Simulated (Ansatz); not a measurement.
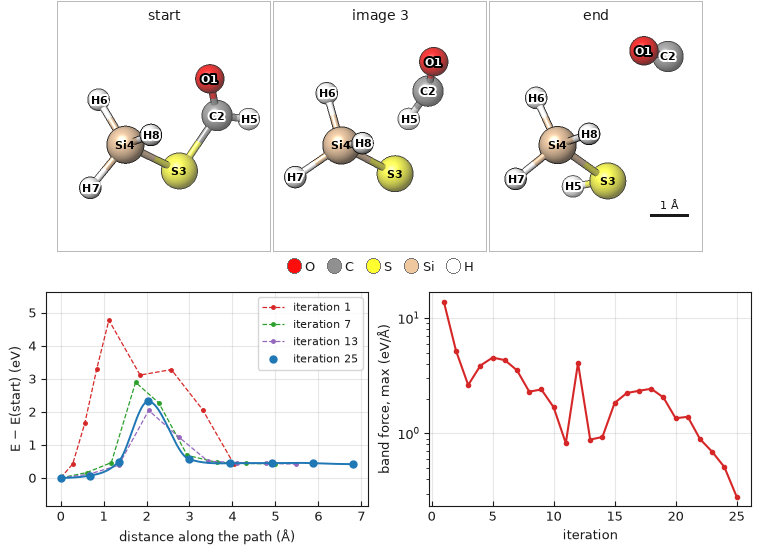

NEB run on CH$_{4}$OSSi. Images are numbered from 0 (start) to 8 (end). The plot follows the band through its iterations. The picture is a ball-and-stick view, seen at a tilt.

Theory: RKS B3LYP-D4/def2-SVP (Ansatz 0.2.0). Settings: 7 movable images; climbing image; force threshold 0.5 eV/Å; iteration limit 60; starting path through a guess of the saddle point.

### How did the profile develop, and is the result final?

The run is converged, with reservations. The band converged in 25 iterations. The largest component of the band force went from 14 to 0.28 eV/Å. The climbing image converged on the top of the path. Its curvatures weren't checked. The force threshold is loose. The first iteration put the highest image at 4.77 eV. The energy climbs by 2.31 eV to image 3 and then falls by 1.90 eV, so the end point sits at +0.42 eV.
